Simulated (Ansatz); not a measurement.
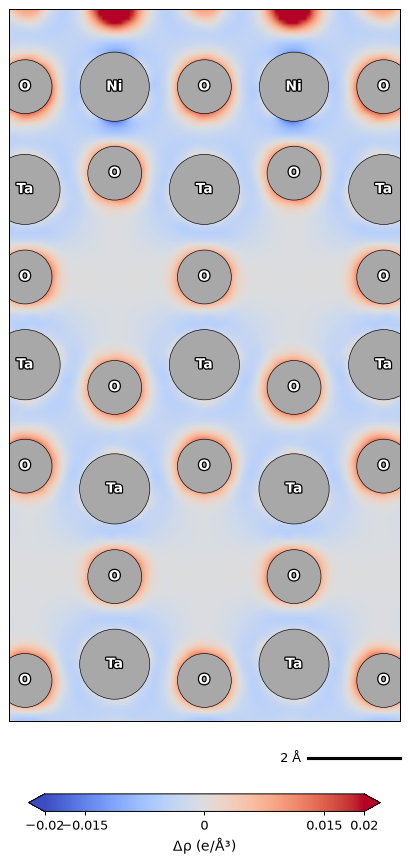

Ta₄NiO₁₁. Difference of the valence pseudo-densities of two functionals at the same geometry, on the (001) plane of the calculation cell: one of PBE and PBEsol less the other.

Space group Cmmm; a generated structure, not necessarily the stable one; spin-polarised.

Both computed with Ansatz (plane waves, PAW), on the same k-point mesh. Grey discs cover the atomic cores.

### Which was subtracted from which, and what does the map show?

It is PBE less PBEsol. Against PBEsol, PBE gives a change of −0.007 e/Å³ at the midpoint of Ni–O, −0.005 e/Å³ at the midpoint of Ta–O and −0.005 e/Å³ at the midpoint of Ni–O.
